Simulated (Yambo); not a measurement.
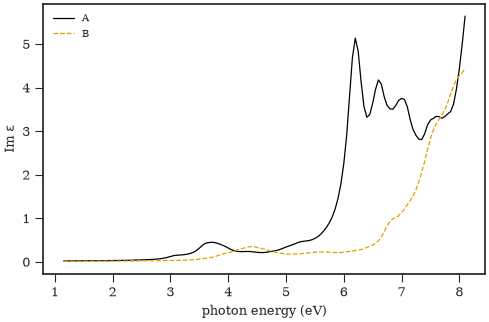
Fig. 1. Two computed absorption spectra of NaAuO₂ (space group C2/m, No. 12) under isotropic strain of +2 % on all lattice vectors (Yambo, PBEsol bands with the same scissor, field along x)

Axes are Cartesian, with cell vectors (Å) (3.38, -1.54, -0.02), (3.38, 1.54, -0.02), (-3.01, 0.00, 5.50).

Q: Which curve includes the electron-hole attraction (BSE), and where are its main peaks?

A: Curve A: the attraction moves weight to lower energy (centre of the plotted range 6.7 eV against 7.1 eV). Its peaks lie at 6.2 eV, 6.6 eV. Settings: 8×8×4 mesh, 7 valence and 3 conduction bands, static screening with 39 bands and a 4 Ry block, scissor 2.01 eV, Tamm-Dancoff. The scissor comes from a G0W0 run whose convergence isn't established. Broadening 0.15 eV. The band window holds all transitions up to 8.3 eV. Fine structure above the onset can come from the mesh.

Spin-orbit coupling is not included.

Geometry strained from the cell relaxed with PBEsol, atoms relaxed again; primitive cell a = 3.7112 Å, b = 3.7112 Å, c = 6.2678 Å, α = 116.24°, β = 116.24°, γ = 48.91°.

The structure is a Materials Project entry; no match was found in the copy of COD used, and its stability was not checked.
